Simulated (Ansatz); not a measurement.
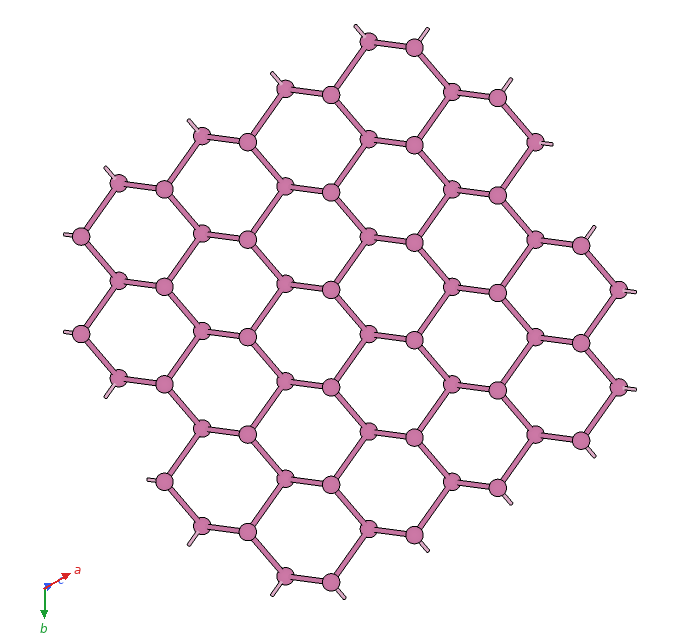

A cut-out of a periodic net derived from a crystal structure. Nodes are coloured by topological kind. One layer is drawn. Short stubs are edges that leave the cut-out.

### Classify the net: periodicity, connectivity, name.

A uninodal 3-connected, two-periodic (layers) net. It is the hcb net, known from graphene.

### Give point symbol and coordination sequence.

6^3, sequence 3, 6, 9, 12, 15, 18.

Origin of the net. CaW₂ (space group P-3m1, No. 164): the geometry relaxed with DFT PBE, scalar-relativistic, plane waves, PAW in Ansatz 0.2.0; the starting structure was generated, so it need not be a known form of this composition. Bonds are taken as W–W below 2.8 Å; Ca is left out of the net, as the electropositive filling of the structure. The graph is simplified in the usual way: terminal and isolated atoms are pruned, two-connected atoms become edges. W is a 3-connected node.
